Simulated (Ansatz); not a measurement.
## Amorphous In₂₄O₃₉La₂

Preparation: random packing, a CHGNet melt and quench, and a DFT relaxation. O atoms were pushed apart under 1.9 Å during the dynamics, to hinder bonds among them. The hot cell started wider than the set density and was brought back towards it in steps. It is the lowest in DFT energy of 2 quenches. It is a model cell: composition and starting density were chosen by hand, and all elements were melted together. No dispersion term was used.

Methods: PBE, scalar-relativistic without spin-orbit coupling (Ansatz, a program for electronic structure); r2SCAN, scalar-relativistic without spin-orbit coupling (Ansatz); HSE06, scalar-relativistic without spin-orbit coupling (Ansatz). Geometry, pressure, stress and energy are those of the PBE run. Its sampling: a 2×2×2 Γ-centred mesh; Fermi-Dirac width 0.02 eV; no spin polarisation. Other functionals are single points at the zone centre (r2SCAN at 500 eV; exact exchange cut at the cell's faces), free to take moments where seeds were set. At PBE the levels at the filled edge of the gap are localised (band-tail or defect states).

```json
{
 "number_of_atoms_in_the_cell": "65",
 "Density (volume relaxed, without dispersion)": "6.32 g/cm^3",
 "volume_per_atom": "99.8 bohr³",
 "Pressure on a 2×2×2 Γ-centred mesh": "0.09 GPa",
 "Largest force and stress component on that mesh (the relaxation ran on the zone centre alone)": "0.07 eV/Å and 0.2 GPa",
 "Energy relative to bixbyite In2O3 + hexagonal La2O3 (lowest mix at this level among the phases computed, not always the ambient ones)": "0.151 eV/atom",
 "Level gap on a 2×2×2 Γ-centred mesh (PBE)": "0.64 eV",
 "Level gap at the zone centre (PBE)": "0.63 eV",
 "Level gap at the zone centre (r2SCAN)": "1.08 eV",
 "Level gap at the zone centre (HSE06)": "2.04 eV"
}
```

Neighbours within In-In 3.12 Å, In-O 2.58 Å, In-La 3.54 Å, O-O 1.58 Å, O-La 3.00 Å, La-La 3.96 Å count as bonded. Two cations that share two anions don't count as bonded, nor two that share one unless they lie closer than In-In 3.04 Å, In-La 3.45 Å, La-La 3.85 Å.

The mean coordination of In by anions is 5.12 (3 with 4, 15 with 5, 6 with 6). The mean coordination of O is 3.54 (18 with 3, 21 with 4) and the mean coordination of La by anions comes out as 7.50 (1 with 7, 1 with 8). The mean In-O bond comes out as 2.180 Å (spread 0.092 Å, 123 counted) and the mean O-La bond comes out as 2.567 Å (spread 0.174 Å, 15 counted).

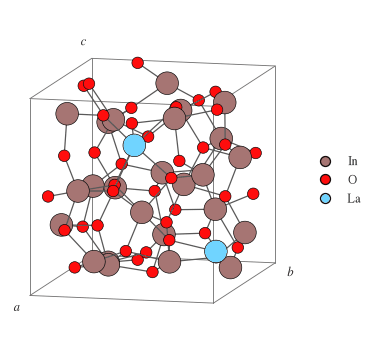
Fig. 1. The relaxed cell

Its density started from a set value of 6.51 g/cm³. The simulated quench (nominally 280 K/ps over its main leg) is rapid and tends to freeze in more defects than a deposited or slowly cooled glass has. One small periodic cell is one sample of the glass; other quenches scatter about these values. Volume and shape were free in the relaxation.
